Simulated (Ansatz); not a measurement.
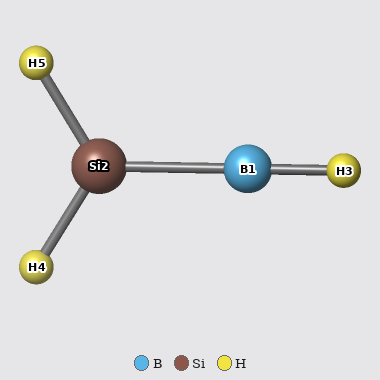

The system is BH3Si, SMILES B=[SiH2]; the picture shows the reference structure. Coordinates scanned: (1) bond length B1–Si2; (2) bond length B1–H3. Nothing is relaxed (all other coordinates rigid). The grid has 15 × 15 points. Points are written as (first, second). Energies are in kJ/mol, from the lowest grid point. The reference is spin-restricted, which grows unreliable where a bond is stretched far. All numbers below come from RHF/def2-TZVP in Ansatz.

Its coordinates:

```xyz
5

B     0.4767   -0.8944    0.5720
Si   -0.2680    0.5027   -0.3213
H     0.9561   -1.7939    1.1473
H    -1.5630    0.3805   -0.9954
H     0.3981    1.8050   -0.4026
```

Range: bond length B1–Si2 from 1.491 to 2.727 Å; bond length B1–H3 from 1.007 to 1.639 Å.

Question: Predict the map.

Answer: The lowest grid point is at (1.844 Å, 1.187 Å). It is the only kind of minimum in the scanned range. The highest grid point, (2.727 Å, 1.639 Å), lies 549 kJ/mol above the lowest.

```
bond length B1–H3 ↓, bond length B1–Si2 →  1.491  1.579  1.667  1.756  1.844  1.932  2.020  2.109  2.197  2.285  2.374  2.462  2.550  2.639  2.727
                                    1.639    381    260    190    158    154    168    196    233    276    322    370    417    464    508    549
                                    1.593    361    239    169    137    132    147    175    212    255    301    349    397    443    488    530
                                    1.548    340    218    149    116    112    126    154    192    234    281    329    377    424    469    511
                                    1.503    321    199    129     97     92    106    134    172    215    261    310    358    405    451    493
                                    1.458    302    180    110     78     73     87    115    153    196    242    291    340    387    433    475
                                    1.413    285    162     92     60     55     70     98    135    178    225    274    322    370    416    459
                                    1.368    269    146     76     44     39     53     81    119    162    209    258    307    355    401    444
                                    1.323    255    132     62     29     25     39     67    105    148    195    244    293    341    388    431
                                    1.277    243    120     50     17     13     27     55     93    136    183    233    282    330    377    421
                                    1.232    235    112     42      9      4     19     47     85    128    175    225    274    323    370    414
                                    1.187    231    108     37      5      0     15     43     81    124    171    221    270    319    367    411
                                    1.142    231    109     38      6      1     15     44     82    125    172    222    272    321    368    413
                                    1.097    238    116     45     13      8     23     51     89    133    180    230    280    329    377    421
                                    1.052    253    130     60     28     23     38     66    104    148    195    245    295    344    393    438
                                    1.007    277    155     85     52     48     62     91    129    173    220    271    321    370    418    464
```

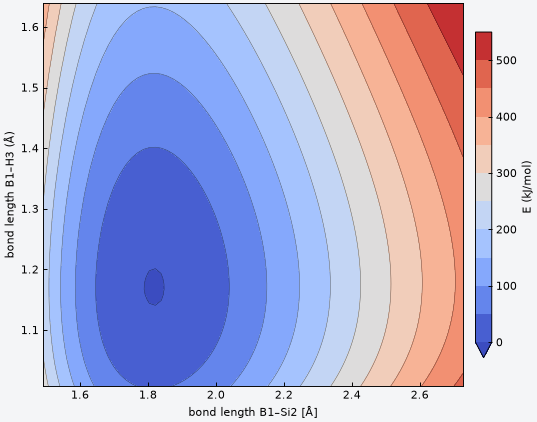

Drawn: filled contours. Between grid points the surface is interpolated.

The whole map (225 points run) took 2.3 min on 1 thread of Intel(R) Xeon(R) Platinum 8375C CPU @ 2.90GHz (Ice Lake), on a shared host.
